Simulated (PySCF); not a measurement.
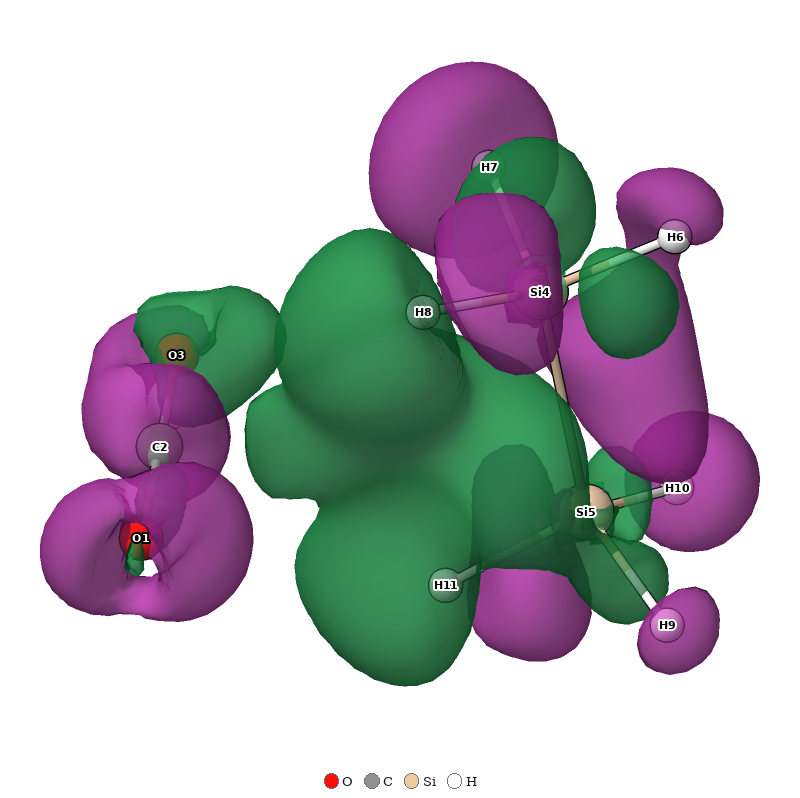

Figure. CH₆O₂Si₂, SMILES `O=C=O.[SiH3][SiH3]`. Density of the complex less the densities of the two fragments at the same geometry, ±0.0006 e/Å³ (green: gain, purple: loss). Fragment A: CO2 (atoms 1–3); fragment B: Si2H6.

Computed with PySCF, r2SCAN/def2-SVP, geometry: GFN2-xTB.

Input script:

```python
import numpy as np
from pyscf import gto, scf, dft
from pyscf.scf import atom_ks, atom_hf
from scipy.linalg import block_diag
from pyscf.dispersion import dftd3

def solve(mol, dm0=None, hcore=None):
    mf = (dft.UKS if mol.spin else dft.RKS)(mol, xc='r2scan')
    mf.grids.level = 3
    mf = mf.density_fit(auxbasis='def2-universal-jkfit')
    mf.conv_tol, mf.max_cycle = 1e-8, 80
    if hcore is not None:
        mf.get_hcore = lambda *args: hcore
    mf.kernel(dm0)
    if not mf.converged:
        mf = mf.newton().run(mf.mo_coeff, mf.mo_occ, max_cycle=30)
    assert mf.converged, 'SCF not converged'
    return mf

mol = gto.M(atom='''
O     -2.46737    -0.49372     0.94224
C     -2.17623    -0.04644    -0.06894
O     -1.89203     0.39970    -1.08302
Si     1.27365     1.16285     0.21334
Si     1.54783    -1.10129    -0.12476
H      2.45987     1.78813     0.80411
H      0.98542     1.89791    -1.01908
H      0.16370     1.44730     1.13262
H      2.10859    -1.78429     1.04402
H      2.43855    -1.40513    -1.24709
H      0.27570    -1.77506    -0.41484
''', basis='def2-svp', charge=0, spin=0, verbose=4)
mol_a = gto.M(atom='''
O     -2.46737    -0.49372     0.94224
C     -2.17623    -0.04644    -0.06894
O     -1.89203     0.39970    -1.08302
ghost-Si     1.27365     1.16285     0.21334
ghost-Si     1.54783    -1.10129    -0.12476
ghost-H      2.45987     1.78813     0.80411
ghost-H      0.98542     1.89791    -1.01908
ghost-H      0.16370     1.44730     1.13262
ghost-H      2.10859    -1.78429     1.04402
ghost-H      2.43855    -1.40513    -1.24709
ghost-H      0.27570    -1.77506    -0.41484
''', basis='def2-svp', charge=0, spin=0, verbose=4)
mol_b = gto.M(atom='''
ghost-O     -2.46737    -0.49372     0.94224
ghost-C     -2.17623    -0.04644    -0.06894
ghost-O     -1.89203     0.39970    -1.08302
Si     1.27365     1.16285     0.21334
Si     1.54783    -1.10129    -0.12476
H      2.45987     1.78813     0.80411
H      0.98542     1.89791    -1.01908
H      0.16370     1.44730     1.13262
H      2.10859    -1.78429     1.04402
H      2.43855    -1.40513    -1.24709
H      0.27570    -1.77506    -0.41484
''', basis='def2-svp', charge=0, spin=0, verbose=4)
ab, a, b = solve(mol), solve(mol_a), solve(mol_b)
e_int = ab.e_tot - a.e_tot - b.e_tot
print('counterpoise-corrected interaction energy / kcal/mol', e_int * 627.5095)
def disp(atoms, charge):
    m = gto.M(atom=atoms, charge=charge, basis='sto-3g', spin=None, unit='Bohr', verbose=0)
    return dftd3.DFTD3Dispersion(m, xc='r2scan', version='d3bj').get_dispersion()['energy']
e_disp = disp(mol._atom, mol.charge) - disp(mol._atom[:3], mol_a.charge) - disp(mol._atom[3:], mol_b.charge)
print('D3(BJ) part / kcal/mol', e_disp * 627.5095)
# spherically averaged free atoms, for the promolecule
atm = atom_ks.get_atm_nrks(mol, xc='r2scan')
pro = block_diag(*[(atm[a[0]][2] * atm[a[0]][3]) @ atm[a[0]][2].T for a in mol._atom])
np.savez('result.npz', e_int=e_int, e_disp=e_disp, dm_a=a.make_rdm1(), dm_b=b.make_rdm1(), c=ab.mo_coeff, occ=ab.mo_occ, eps=ab.mo_energy, pro=pro, d=[f.dip_moment(verbose=0) for f in (ab, a, b)])
```

Run with:

```sh
OMP_NUM_THREADS=1 python input.py
```

The run took 70 s on 1 thread of Arm Neoverse V1 (shared host), peak memory 0.51 GiB.

Partitions, critical points and surface values were worked out afterwards from this run's density.

**Which way does charge flow?**

Hirshfeld charges show almost no net transfer (under 0.005 e). 0.03 e is displaced in all, which induces a dipole of 0.14 D.

**What is the interaction energy, and which contacts carry it?**

The counterpoise-corrected interaction energy of the frozen fragments is −0.7 kcal/mol without dispersion correction and −1.3 kcal/mol with D3(BJ). The pair geometry is semi-empirical, not a minimum at this level. Contacts: O3···H8, 3.20 Å, ρ = 0.005 a.u.; O3···H11, 3.14 Å, ρ = 0.004 a.u. The pose is a local one from a semi-empirical search, not shown to be the most stable.
